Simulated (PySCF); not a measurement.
SMILES F[Si](F)(F)C[CH2][Ge]([Cl])([Cl])[Cl] (C2H4Cl3F3GeSi), singlet at its CAM-B3LYP/def2-SVP optimised geometry (Å):

```
14

Si     2.2591     0.2368    -1.2155
F      2.8395    -1.2544    -1.1711
F      2.8221     0.9931     0.0780
F      2.8692     0.9597    -2.5029
C      0.4186     0.2280    -1.2271
C     -0.1665    -0.4818     0.0000
Ge    -2.1059    -0.4818     0.0000
Cl    -2.9001    -1.4971     1.7070
Cl    -2.8424    -1.4433    -1.7709
Cl    -2.8395     1.5344     0.0000
H      0.0792    -0.2558    -2.1579
H      0.0693     1.2726    -1.2779
H      0.1486     0.0015     0.9376
H      0.1513    -1.5344     0.0518
```

Computed with PySCF with CAM-B3LYP/def2-TZVP. Cells within 0.4 Å of a nucleus heavier than hydrogen are left out (blank, or x).

Map of the deformation density (molecule minus spherical neutral atoms) (e/bohr³) on the plane z = 0.0 Å:

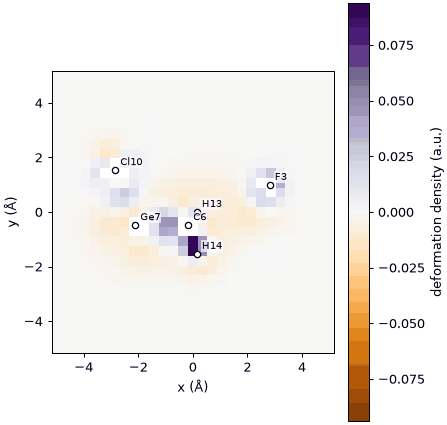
*Deformation density (molecule minus spherical neutral atoms) (e/bohr³) on the plane z = 0.0 Å.*
